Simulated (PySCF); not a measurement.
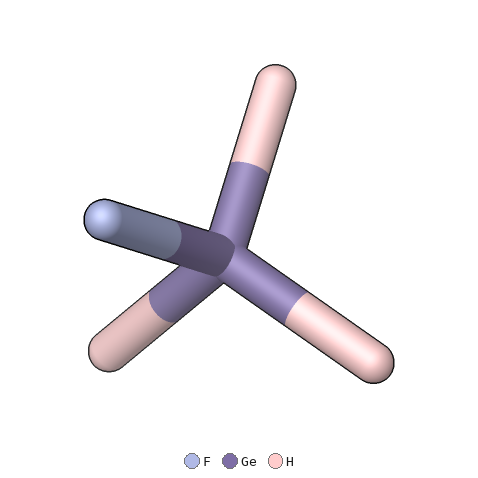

The computed structure is the end point of a PBE0-D3(BJ)/def2-SVP optimisation. No frequency run is at hand to confirm it as a minimum.

Give the structural formula.

SMILES: [F][GeH3]

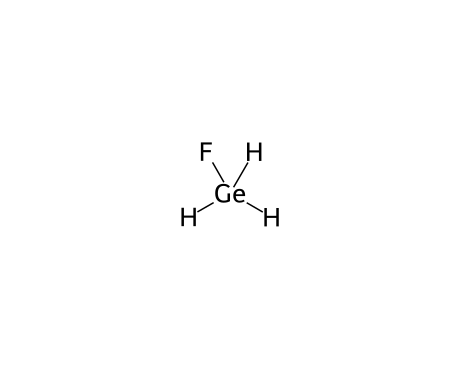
